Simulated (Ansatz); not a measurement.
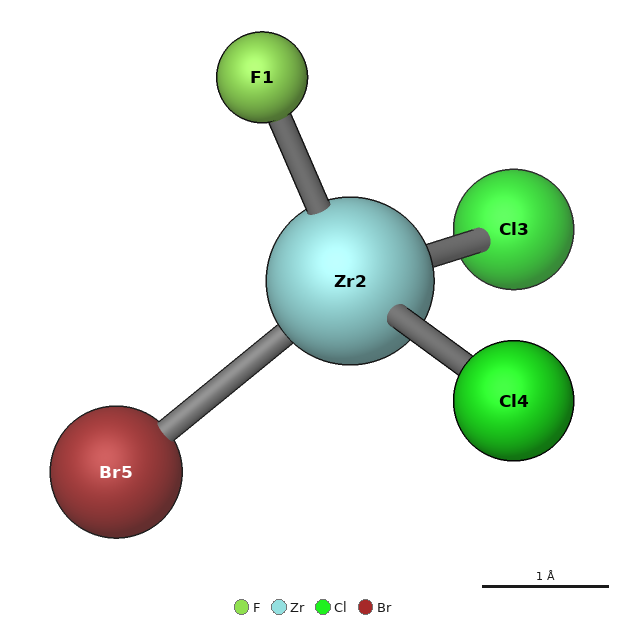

Numbered structure. The species is neutral and a spin singlet. The computed structure is the end point of a PBE0-D4/def2-TZVP optimisation.

### Describe the coordination of atom 2.

Zr2 has 4 neighbours (F1 at 1.88, Cl3 at 2.32, Cl4 at 2.32, Br5 at 2.48 Å); the arrangement is tetrahedral.
